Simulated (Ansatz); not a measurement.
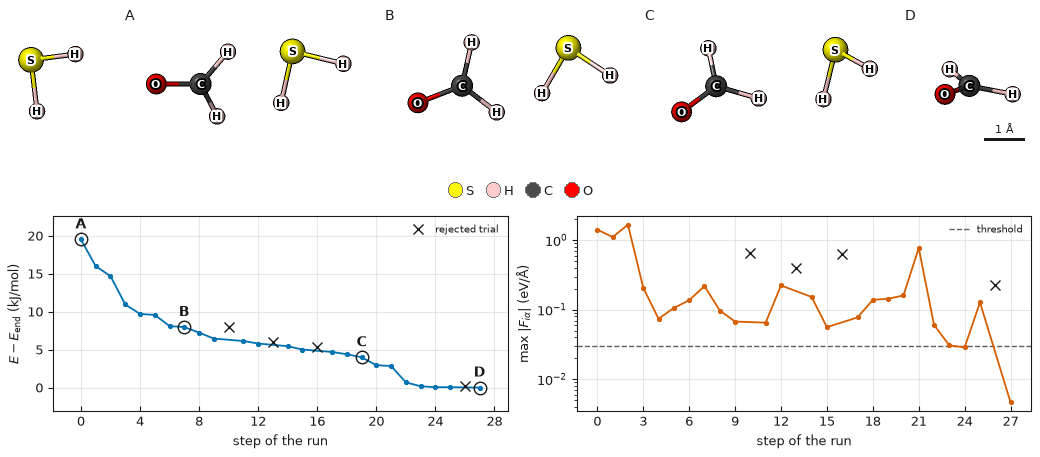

Frames of a relaxation of CH₄OS (coarse preliminary run), marked on the history of the run. Style: ball-and-stick. Shown at a tilt.

Level of theory: RKS PBE-D4/def2-SVP (Ansatz 0.2.0).

Input file:
```yaml
crystal:
  periodic: [false, false, false]
  atoms:
    - {symbol: S, position_ang: [0.024900, -0.412900, -2.697200]}
    - {symbol: H, position_ang: [0.647100, -0.215400, -1.544900]}
    - {symbol: H, position_ang: [-0.823600, 0.572700, -2.462500]}
    - {symbol: C, position_ang: [0.037900, 0.014000, 1.677700]}
    - {symbol: O, position_ang: [0.348600, 0.344700, 0.572900]}
    - {symbol: H, position_ang: [-0.938900, 0.267600, 2.122800]}
    - {symbol: H, position_ang: [0.704100, -0.570800, 2.331100]}
basis:
  gaussian: {orbitals: def2-SVP}
hamiltonian: {xc: pbe, dispersion: d4}
relax: {f_tol: 0.03, max_steps: 250}
```

Launched with:
```bash
ansatz run in.yaml --threads 2 --pin off --events-out ev --progress --plain --max-ram 5222MiB
```

**Describe the path.**

The energy falls by 19.5 kJ/mol in 23 accepted moves (27 points after the start). The largest force component goes from 1.4 to 0.0046 eV/Å. The line search rejected the trial steps at points 10, 13, 16, 26 of the run. The forces were under the threshold at step 24, but the run went on from there. H7 moves most after the best rigid fit: 1.91 Å. Largest moves by element: H 1.91 Å, O 0.72 Å, S 0.67 Å, C 0.29 Å. Among the contacts that change: S1–H2 1.324 → 1.371 Å, S1–H3 1.322 → 1.361 Å, C4–H6 1.103 → 1.128 Å, C4–O5 1.194 → 1.214 Å. From step 0 to 7: H6 moves most (0.64 Å), energy −11.5 kJ/mol. From step 7 to 19: H7 moves most (0.71 Å), energy −3.98 kJ/mol. From step 19 to 27: H3 moves most (0.73 Å), energy −3.99 kJ/mol.

```csv
step,"E − E(0), kJ/mol","largest force component, eV/Å",note
0,0.00,1.4251,
1,-3.52,1.1106,
2,-4.83,1.6772,
3,-8.56,0.2079,
4,-9.81,0.0741,
5,-9.94,0.1061,
6,-11.41,0.1369,
7,-11.55,0.2192,
8,-12.28,0.0975,
9,-13.06,0.0676,
10,-11.59,0.6623,rejected
11,-13.38,0.0652,
12,-13.71,0.2238,
13,-13.55,0.3997,rejected
14,-14.06,0.1527,
15,-14.50,0.0561,
16,-14.14,0.6260,rejected
17,-14.82,0.0776,
18,-15.12,0.1387,
19,-15.53,0.1442,
20,-16.56,0.1605,
21,-16.67,0.7731,
22,-18.82,0.0605,
23,-19.34,0.0307,
24,-19.46,0.0288,
25,-19.46,0.1276,
26,-19.33,0.2266,rejected
27,-19.52,0.0046,
```

Limits of the set-up: the start holds two separate molecules, 2.2 Å apart at their closest, whose relative position is a soft coordinate.
